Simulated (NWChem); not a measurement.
# C2H7NSi (SMILES NC1C[SiH2]1): levels of theory compared

Aim: a comparison of 5 runs (HF/STO-3G, HF/3-21G, B3LYP/6-31G*, TPSSh/6-31G) of C2H7NSi. 

The results are computed with NWChem 7.3.0.

## (1) The structure to begin with

The species is C2H7NSi (11 atoms), meant as a singlet with charge 0. As SMILES, `NC1C[SiH2]1`. Geometry: relaxed at PBE0-D4/def2-TZVP. This is one conformer, not always the lowest.

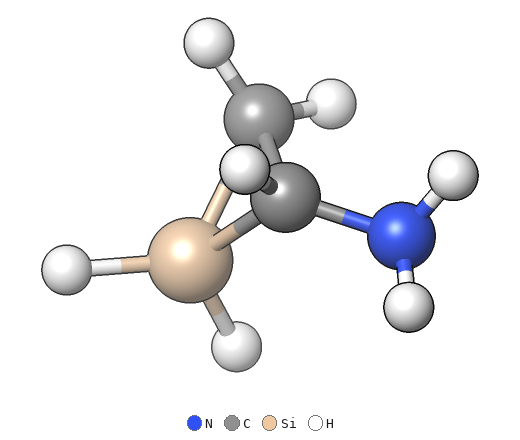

The structure, seen from a chosen angle (nitrogen blue, carbon grey, silicon light orange, hydrogen white).

## (2) Energy and gradient at HF/STO-3G (run 1)

File job.nw:

```
start job
title "C2H7NSi gradient"
memory 2200 mb

geometry noautosym nocenter noautoz
   N     -1.337200     0.826100    -0.314200
   C      0.048100     0.587400    -0.015100
   C      0.296100    -0.519700     1.025200
   Si     0.845000    -0.955900    -0.685100
   H     -1.450400     1.288300    -1.206000
   H     -1.774000     1.401500     0.397500
   H      0.701400     1.454200     0.118600
   H      1.025100    -0.311700     1.801300
   H     -0.607900    -0.997000     1.390600
   H      2.288700    -0.939900    -1.005500
   H      0.030300    -1.890100    -1.486800
end

basis "ao basis" spherical bse
   * library STO-3G
end

scf
   thresh 1e-08
   maxiter 80
   noprint "final vectors analysis"
end

task scf gradient
```

Launch:

```
$ nwchem job.nw > job.out
```

Output:

```text
[...]
  functions       =    31
[...]
  wavefunction    = RHF
[...]
         Total SCF energy =   -418.157997246773
      One-electron energy =   -907.856159258717
      Two-electron energy =    323.910216596949
 Nuclear repulsion energy =    165.787945414996
        Time for solution =      4.6s
[...]
                         RHF ENERGY GRADIENTS
    atom               coordinates                        gradient
                 x          y          z           x          y          z
   1 N      -2.526942   1.561103  -0.593752    0.018342   0.018611  -0.000219
   2 C       0.090896   1.110025  -0.028535   -0.038359   0.014347   0.010502
   3 C       0.559548  -0.982091   1.937347   -0.008338   0.019566   0.011776
   4 Si      1.596818  -1.806389  -1.294651    0.001197  -0.001871  -0.004037
   5 H      -2.740859   2.434534  -2.279010    0.001375  -0.013326   0.014919
   6 H      -3.352374   2.648451   0.751166    0.006256  -0.012723  -0.009600
   7 H       1.325454   2.748040   0.224122    0.005956  -0.000684   0.000272
   8 H       1.937158  -0.589028   3.403963    0.005332  -0.000136   0.001684
   9 H      -1.148764  -1.884057   2.627853   -0.005340  -0.004135  -0.001909
  10 H       4.325016  -1.776153  -1.900119    0.030808  -0.000413  -0.006567
  11 H       0.057259  -3.571771  -2.809645   -0.017229  -0.019238  -0.016821
[...]
```

Run time: 6.3 s. Hardware: 1 thread of Intel Xeon Platinum 8259CL at 2.50GHz (Skylake/Cascade Lake), shared host; peak memory 0.1 GiB.

## (3) Energy and gradient at HF/3-21G (run 2)

File work.nw:

```
start work
title "C2H7NSi hf"
memory 2200 mb

geometry noautosym nocenter noautoz
N       -1.337200       0.826100      -0.314200
C        0.048100       0.587400      -0.015100
C        0.296100      -0.519700       1.025200
Si       0.845000      -0.955900      -0.685100
H       -1.450400       1.288300      -1.206000
H       -1.774000       1.401500       0.397500
H        0.701400       1.454200       0.118600
H        1.025100      -0.311700       1.801300
H       -0.607900      -0.997000       1.390600
H        2.288700      -0.939900      -1.005500
H        0.030300      -1.890100      -1.486800
end

basis "ao basis" spherical bse
N library 3-21G
C library 3-21G
Si library 3-21G
H library 3-21G
end

scf
thresh 1e-08
maxiter 80
print low
end

task scf gradient
```

Launch:

```
$ nwchem work.nw > work.out
```

Output:

```text
[...]
  functions       =    54
[...]
  wavefunction    = RHF
[...]
         Total SCF energy =   -420.842916205441
      One-electron energy =   -908.371675114068
      Two-electron energy =    321.740813493631
 Nuclear repulsion energy =    165.787945414996
        Time for solution =      4.5s
[...]
                         RHF ENERGY GRADIENTS
    atom               coordinates                        gradient
                 x          y          z           x          y          z
   1 N      -2.526942   1.561103  -0.593752    0.011079  -0.015183   0.003891
   2 C       0.090896   1.110025  -0.028535   -0.013930  -0.019324  -0.004021
   3 C       0.559548  -0.982091   1.937347    0.004934   0.005358  -0.028045
   4 Si      1.596818  -1.806389  -1.294651   -0.008334   0.016688   0.021283
   5 H      -2.740859   2.434534  -2.279010    0.001690   0.005528  -0.001174
   6 H      -3.352374   2.648451   0.751166    0.001211   0.005644   0.000896
   7 H       1.325454   2.748040   0.224122    0.005457   0.004931  -0.000036
   8 H       1.937158  -0.589028   3.403963    0.004797   0.000667   0.004563
   9 H      -1.148764  -1.884057   2.627853   -0.005808  -0.004357   0.001979
  10 H       4.325016  -1.776153  -1.900119    0.000167   0.000392   0.000440
  11 H       0.057259  -3.571771  -2.809645   -0.001263  -0.000344   0.000223
[...]
```

It took 6.6 s on 1 thread of Intel Xeon Platinum 8259CL at 2.50GHz (Skylake/Cascade Lake), shared host; peak memory 0.1 GiB.

Runs 3 to 4 aren't shown in full; the table further down has their settings and results.

## (4) Energy and forces at B3LYP/6-31G(d) (spherical functions) (run 5)

File run.py:

```python
from ase import Atoms
from ase.calculators.nwchem import NWChem

system = Atoms(['N', 'C', 'C', 'Si', 'H', 'H', 'H', 'H', 'H', 'H', 'H'], positions=[
    [-1.337200, 0.826100, -0.314200],
    [0.048100, 0.587400, -0.015100],
    [0.296100, -0.519700, 1.025200],
    [0.845000, -0.955900, -0.685100],
    [-1.450400, 1.288300, -1.206000],
    [-1.774000, 1.401500, 0.397500],
    [0.701400, 1.454200, 0.118600],
    [1.025100, -0.311700, 1.801300],
    [-0.607900, -0.997000, 1.390600],
    [2.288700, -0.939900, -1.005500],
    [0.030300, -1.890100, -1.486800],
])

calc = NWChem(
    label='test',
    theory='dft',
    memory='2200 mb',
    basis='6-31G*',
    basispar='spherical bse',
    dft={'xc': 'b3lyp', 'mult': '1', 'grid': 'xfine', 'convergence': 'energy 1e-08', 'iterations': '100', 'mulliken': None},
)
system.calc = calc

forces = system.get_forces()
print("Total energy (eV):", round(system.get_potential_energy(), 6))
print("forces (eV/A):")
for s, f in zip(system.symbols, forces):
    print(f"{s:2s} {f[0]:10.5f} {f[1]:10.5f} {f[2]:10.5f}")
print("dipole (e A):", system.get_dipole_moment().round(4))
```

Launch:

```
$ export ASE_NWCHEM_COMMAND="nwchem PREFIX.nwi > PREFIX.nwo"
$ python run.py
```

Output:

```text
Total energy (eV): -11554.100376
forces (eV/A):
N    -0.23721   -0.26323   -0.04643
C     0.08726    0.24194    0.03147
C    -0.05260   -0.03193    0.29866
Si    0.18846   -0.34011   -0.41446
H    -0.02324    0.14244   -0.19988
H    -0.09708    0.17247    0.15977
H     0.09302    0.13107    0.04309
H     0.06993    0.02396    0.11349
H    -0.07868   -0.03985    0.07323
H     0.04494   -0.00776   -0.02401
H     0.00519   -0.02895   -0.03486
dipole (e A): [0.0186 0.2916 0.0285]
```

The calculator wrote test.nwi:

```
title "test"

permanent_dir test

scratch_dir test

start test

geometry units angstrom nocenter noautosym noautoz
  N  -1.3371999999999999e+00 8.2609999999999995e-01 -3.1419999999999998e-01
  C  4.8099999999999997e-02 5.8740000000000003e-01 -1.5100000000000001e-02
  C  2.9609999999999997e-01 -5.1970000000000005e-01 1.0251999999999999e+00
  Si 8.4499999999999997e-01 -9.5589999999999997e-01 -6.8510000000000004e-01
  H  -1.4503999999999999e+00 1.2883000000000000e+00 -1.2060000000000000e+00
  H  -1.7740000000000000e+00 1.4015000000000000e+00 3.9750000000000002e-01
  H  7.0140000000000002e-01 1.4541999999999999e+00 1.1860000000000000e-01
  H  1.0250999999999999e+00 -3.1169999999999998e-01 1.8012999999999999e+00
  H  -6.0790000000000000e-01 -9.9700000000000000e-01 1.3906000000000001e+00
  H  2.2887000000000000e+00 -9.3989999999999996e-01 -1.0055000000000001e+00
  H  3.0300000000000001e-02 -1.8900999999999999e+00 -1.4867999999999999e+00
end

memory 2200 mb

basis spherical bse noprint
   * library 6-31G*
end

dft
  xc b3lyp
  mult 1
  grid xfine
  convergence energy 1e-08
  iterations 100
  mulliken
end

task dft gradient
```

test.nwo:

```text
Northwest Computational Chemistry Package (NWChem) 7.3.0
             --------------------------------------------------------

           Job information
           ---------------

    nwchem branch   = 7.3.0
    use scalapack   = T
    input           = test.nwi
    prefix          = test.
    data base       = test/test.db
    status          = startup
    nproc           =        1

           Memory information
           ------------------

    heap     =     72089594 doubles =      550.0 Mbytes
    stack    =     72089599 doubles =      550.0 Mbytes
    global   =    144179200 doubles =     1100.0 Mbytes (distinct from heap & stack)
    total    =    288358393 doubles =     2200.0 Mbytes
    verify   = yes
    hardfail = no

[... 116 lines left out ...]
  convergence criterion.
[... 41 lines left out ...]
          Spatial weights used:  Erf1
[... 77 lines left out ...]
         Total DFT energy =     -424.605360627385
[... 3 lines left out ...]
 Nuclear repulsion energy =      165.787945414995
[... 588 lines left out ...]
          Convergence on gradient requested:  5.00D-04
[... 28 lines left out ...]
          total energy or number of iterations.
[... 26 lines left out ...]
                         DFT ENERGY GRADIENTS

    atom               coordinates                        gradient
                 x          y          z           x          y          z
   1 N      -2.526942   1.561103  -0.593752    0.004613   0.005119   0.000903
   2 C       0.090896   1.110025  -0.028535   -0.001697  -0.004705  -0.000612
   3 C       0.559548  -0.982091   1.937347    0.001023   0.000621  -0.005808
[... 7 lines of this table left out ...]
  11 H       0.057259  -3.571771  -2.809645   -0.000101   0.000563   0.000678

                 ----------------------------------------
                 |  Time  |  1-e(secs)   |  2-e(secs)   |
                 ----------------------------------------
                 |  CPU   |       0.01   |       5.49   |
                 ----------------------------------------
                 |  WALL  |       0.01   |       5.49   |
                 ----------------------------------------

 Task  times  cpu:       98.1s     wall:       98.1s
 Total times  cpu:       98.1s     wall:       98.1s
```

Run time: 1.7 min. Hardware: 1 thread of Intel Xeon Platinum 8259CL at 2.50GHz (Skylake/Cascade Lake), shared host; peak memory 0.15 GiB.

## (5) All runs side by side

```csv
run,level,Cartesian functions,iteration cap,energy (Eh),dipole moment (D),largest force (eV/Å),wall time
1,HF/STO-3G,no,80,-418.157997,1.26,2.174,6.3 s
2,HF/3-21G,no,80,-420.842916,–,1.490,6.6 s
3,B3LYP/6-31G* (Cartesian functions),yes,100,-424.609547,–,0.560,1.8 min
4,TPSSh/6-31G,no,100,-424.547920,1.65,1.664,72 s
5,B3LYP/6-31G* (spherical functions),no,100,-424.605361,1.41,0.568,1.7 min
```

## (6) Outcome

| quantity | value |
| --- | --- |
| run 5: total energy | -424.60536 Eh |
| run 5: dipole moment | 1.41 D |
| run 5: HOMO energy | -5.86 eV |
| run 5: LUMO energy | 0.62 eV |
| run 5: HOMO–LUMO gap | 6.48 eV |
| run 5: largest force on an atom | 0.568 eV/Å |

In words: Over runs 1, 4, 5 the dipole moment (its size) runs from 1.26 D (HF/STO-3G) to 1.65 D (TPSSh/6-31G). The two ends differ in method and basis. Totals of different functionals can't be ranked against each other. In run 1 the basis is minimal, so the values are rough. All runs together took 4.9 min, the longest 1.8 min.
